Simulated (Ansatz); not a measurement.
# Ge (diamond structure), cut as [100] fin, 0.58 nm along [100] by 2.88 nm along [010]

Computed with PBE (plane waves to 420 eV, PAW; Ansatz, an electronic-structure program).

k-points: Γ-centred 1×1×5 mesh; occupations: Fermi-Dirac, 0.020 eV; spin polarisation not allowed. Spin-orbit coupling is left out.

 The relaxation kept the symmetry of its start, so a lower minimum of less symmetry isn't excluded. The period along the axis is held at the bulk value.

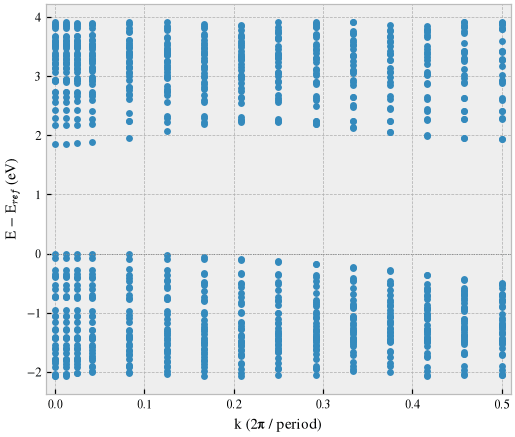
Figure: Levels along the axis at 15 k-points, drawn as points, zero at the top of the valence band

Electronic character: not metallic; Kohn-Sham band gap: 1.85 eV. Only levels within the plotted window are shown.
